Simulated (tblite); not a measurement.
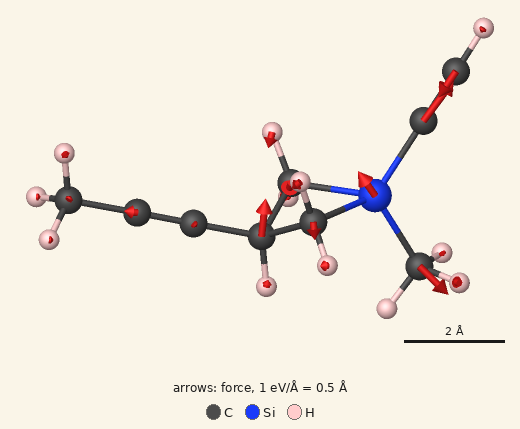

Starting geometry of C$_{9}$H$_{12}$Si with the computed forces as red arrows. Style: ball-and-stick. Shown at a tilt.

The calculation used GFN2-xTB geometry optimisation, gas phase in tblite 0.8.0. 

> Is this structure relaxed? If not, where do the atoms go?

It isn't relaxed: the largest force vector, on a C atom, is 2.09 eV/Å. The final displacements have little in common with the starting forces (cosine between the two patterns 0.05). Over 102 geometry steps the energy falls by 7.44 kcal/mol. The largest move after the best rigid fit is that of an H atom, 1.12 Å. Largest moves by element: H 1.12 Å, C 0.86 Å, Si 0.23 Å. Some distances before and after: C–Si 1.835 → 1.899 Å, C–Si 1.827 → 1.854 Å, C–C 1.576 → 1.552 Å, C–Si 1.893 → 1.914 Å. Bond angles that change, for instance: C–Si–C 117.0° → 109.8°, C–Si–C 111.7° → 118.1°, C–C–C 94.8° → 100.3°. Groups turn about C–C by about 20°, C–C by about 20°.
